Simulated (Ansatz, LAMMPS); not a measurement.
# Elastic response of Ga2O3 with crystalline order left by the classical run (115 atoms): runs compared

How stiff is Ga2O3 with crystalline order left by the classical run (115 atoms), and how do its levels respond to strain?

Computed with Ansatz 0.2.0: Kohn-Sham DFT, PBE, PAW (set soft_2), plane waves.

**1. The cell as built**

The cell holds 115 atoms: 46 Ga and 69 O. Its edges and angles: a = 10.540 Å, b = 10.540 Å, c = 10.540 Å, α = 90.0°, β = 90.0°, γ = 90.0°. 115 atoms (46 Fe, 69 O) placed at random at 4.28 g/cm³, melted at 4500 K for 20 ps at fixed volume with the Morse and Coulomb pair potential with partial charges (Pedone, Malavasi, Menziani, Cormack and Segre, J. Phys. Chem. B 110, 11780 (2006)). Quenched from 4500 K to 300 K at 10 K/ps and fixed volume, held 20 ps at zero pressure. Then Fe was replaced by Ga (the potential has no terms for the new elements, so the cell is a start for a DFT relaxation).

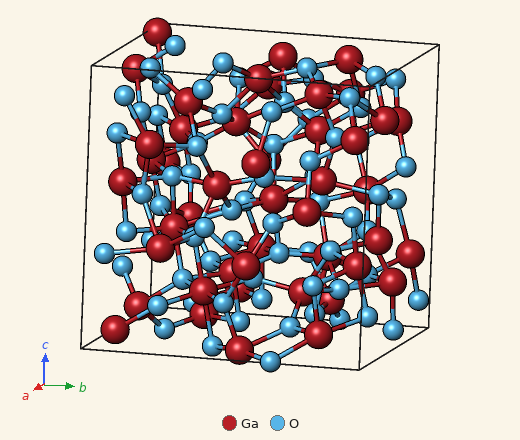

The cell as built. Bonds to atoms that aren't drawn are left out. Some periodic images of atoms are drawn too.

Limits known from the start: The quench rate of 10 K/ps far exceeds what a furnace or splat quench reaches, so expect more defects and frozen-in strain than in a real sample. The network of bonds at the start is that of the classical potential that made the cell, and needn't be the one that DFT or experiment would give. The Brillouin zone is sampled at Γ only.

**2. The reference run**

The reference is a single point at the end of the relaxation.

Every strained cell starts from the geometry of this run, and its atoms are relaxed with the cell held.

Its input, with most atom lines left out:

```yaml
crystal:
  lattice:
    - [10.83278, 0.33959, 0.13415]
    - [0.33959, 10.861, 0.11386]
    - [0.13415, 0.11386, 11.11873]
  atoms:
    - { symbol: Ga, position: [0.60012, 0.07507, 0.09502] }
    - { symbol: Ga, position: [0.27811, 0.51501, 0.96999] }
    - { symbol: Ga, position: [0.03948, 0.04373, 0.50025] }
    - { symbol: Ga, position: [0.75984, 0.06685, 0.54973] }
    - { symbol: Ga, position: [0.07879, 0.65866, 0.74069] }
    - { symbol: Ga, position: [0.41337, 0.76686, 0.00337] }
    - { symbol: Ga, position: [0.10677, 0.38811, 0.84111] }
    [... atom lines 8 to 115 left out ...]
kpoints:
  mp_grid: { grid: [1, 1, 1] }
hamiltonian:
  xc: pbe
scf:
  occupations: { method: fixed }
output:
  forces: true
  stress: true
  populations: true
  dos:
    method: { smearing: { sigma: 0.15 } }
    de: 0.1
    projected: { site_lists: { Ga: [Ga], O: [O] } }
  eigenvalues: true
  write_density: true
  write_potential: true
  volumetric_format: npy
  elf: true
```

| Property | Result |
| --- | --- |
| free energy per atom | -1853.8849 eV/atom |
| r.m.s. force component | 0.00321 eV/Å |
| pressure | -0.005315 GPa |

Filled and empty levels are parted by 1.51 eV (at Γ alone); a semilocal functional tends to put such gaps too low. In a disordered cell it changes from sample to sample, and tail or defect levels can set it.

**3. The runs**

Each row is one run, on 4 threads of Intel Xeon Platinum 8488C (Sapphire Rapids), shared host. The free energy is the program's total, comparable only between runs with the same functional, potentials and atoms.

| run | atoms | outcome | ionic steps, all passes | free energy (eV) | time | host memory (GiB) |
| --- | --- | --- | --- | --- | --- | --- |
| Single point at the start | 115 | converged | - | -213183.180 | 13 s | 2.1 |
| Cell and atoms relaxed | 115 | converged | 21 | -213196.760 | 5 min | 2.3 |
| Single point at the relaxed geometry | 115 | converged | - | -213196.760 | 27 s | 2.3 |
| Volume -3 % | 115 | converged | 7 | -213196.343 | 2 min | 2.3 |
| Volume +3 % | 115 | converged | 6 | -213196.400 | 1.8 min | 2.4 |
| Volume -6 % | 115 | converged | 7 | -213194.997 | 1.8 min | 2.3 |
| Volume +6 % | 115 | converged | 7 | -213195.492 | 2.3 min | 2.5 |
| Volume -10 % | 115 | converged | 7 | -213191.417 | 1.8 min | 2.2 |
| Stretched by 1 % along x | 115 | converged | 6 | -213196.689 | 1.8 min | 2.4 |
| Compressed by 1 % along x | 115 | converged | 3 | -213196.673 | 54 s | 2.4 |
| Sheared by 2 % in xy | 115 | converged | 5 | -213196.705 | 87 s | 2.4 |

In some runs the program notes that the SCF threshold is loose for the stress.

**4. Pressure against volume**

Atoms are relaxed at each volume, in the scaled cell.

| volume change (%) | volume (Å³/atom) | energy change (meV/atom) | pressure (GPa) | largest move on relaxing (Å) | bonds | gap (eV) |
| --- | --- | --- | --- | --- | --- | --- |
| -10 | 10.225 | 46.47 | 14.51 | 0.40 | 247 | 2.03 |
| -6 | 10.680 | 15.34 | 7.65 | 0.24 | 242 | 1.79 |
| -3 | 11.021 | 3.63 | 3.49 | 0.12 | 239 | 1.66 |
| +0 | 11.361 | 0.00 | -0.01 | - | 235 | 1.51 |
| +3 | 11.702 | 3.13 | -2.92 | 0.12 | 232 | 1.39 |
| +6 | 12.043 | 11.03 | -4.30 | 0.47 | 224 | 1.37 |

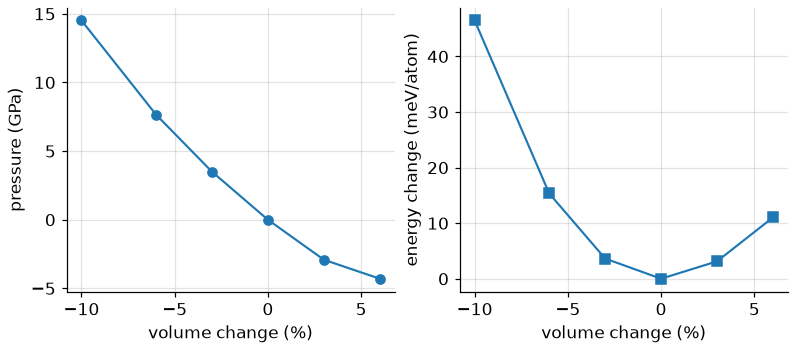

Pressure and energy against volume.

**5. Uniaxial strain and shear**

Stress (GPa, compression positive) less that of the relaxed cell, atoms relaxed:

| strain | xx | yy | zz | xy | energy change (meV/atom) |
| --- | --- | --- | --- | --- | --- |
| stretched by 1 % along x | -1.708 | -0.399 | -0.886 | 0.176 | 0.62 |
| compressed by 1 % along x | 2.156 | 0.605 | 0.974 | -0.080 | 0.76 |
| sheared by 2 % in xy | 0.286 | 0.141 | 0.135 | -0.693 | 0.48 |

**6. What came out**

The bulk modulus, from the slope of pressure against ln V over the three points nearest the relaxed volume, is 107 GPa; a quadratic over all points gives a pressure derivative of about 7.6. The count of bonds runs from 224 to 247 over the series, so at some points contacts cross the cutoffs. The gap goes from 2.03 eV at the smallest volume to 1.37 eV at the largest, -4.2 eV per unit of ln V by a straight line, on the run's k-points. In the Cartesian axes of the cell, finite differences give C11 = 193, C12 = 50.2, C13 = 93.0 and C66 = 34.6 GPa (the shear of 2 % is the engineering strain, εxy = 0.01). The mean of C11, C12 and C13, which equals the bulk modulus in a cubic or isotropic solid, is 112 GPa: it agrees with the bulk modulus within 10 %. For an isotropic solid C66 would equal (C11 − C12)/2 = 71.5 GPa; so small a sample needn't be isotropic, and C66 rests on one shear. The two differ too much for isotropic moduli to be formed.

**Limits.** Strains are finite and relaxations stop at the force tolerance of the input, which can leave moduli too stiff; they are those of a static cell at zero temperature. Volumes are changed with the cell's shape held, so in an anisotropic solid the modulus lies over the one under free hydrostatic load. The program notes that the SCF threshold of the relaxations is loose for the stress.

The DFT runs together took 19 min of wall time.

[Logs are printed without paths, hosts, clocks, repeated set-up lines and the standing remarks that a program may print on its own settings, such as how far it seeks lower states.]

[Hosts, paths, dates, database ids (printed as entryN), source tags and the programs' standing remarks are cut or masked in the printed files.]
